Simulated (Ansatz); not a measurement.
## Ge under a change: Ge → Be

Consider Ge in the diamond structure (space group Fd-3m, No. 227; a = 5.6761 Å).

It is then changed as follows: Be takes the place of Ge on all its sites, then cell and atoms are relaxed.

Level of theory: PBEsol, PAW, 420 eV (Ansatz, a first-principles code; spin-orbit coupling left out), earlier PAW set. k-mesh 16×16×16 (Γ-centred); smearing 0.05 eV (Fermi–Dirac), for the changed cell.

```json
{
 "density": "1.03 g/cm³ (base 5.28 g/cm³)",
 "lattice_parameter_a": "9.211 bohr (base 10.726 bohr)",
 "space_group": "Fd-3m (No. 227) (base Fd-3m (No. 227))",
 "shortest_interatomic_distance": "3.988 bohr (base 4.645 bohr)",
 "band_gap": "zero (base zero)"
}
```

Final structure:

```
Be
1.0
    0.00000     2.43704     2.43704
    2.43704     0.00000     2.43704
    2.43704     2.43704     0.00000
Be
2
Direct
  0.50000   0.50000   0.50000
  0.75000   0.75000   0.75000
```

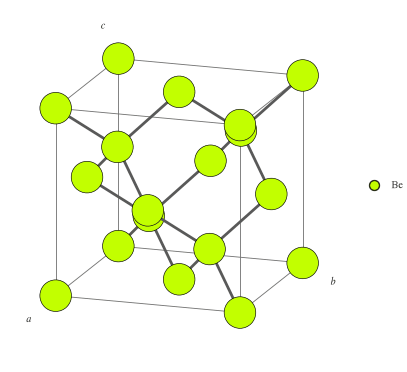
Figure: The relaxed conventional cell after the change

No phonon test of stability was made. As relaxed here, Be is a hypothetical phase, not in the database extracts checked. A zero or small gap of Ge can be the functional's error rather than a property of the material.
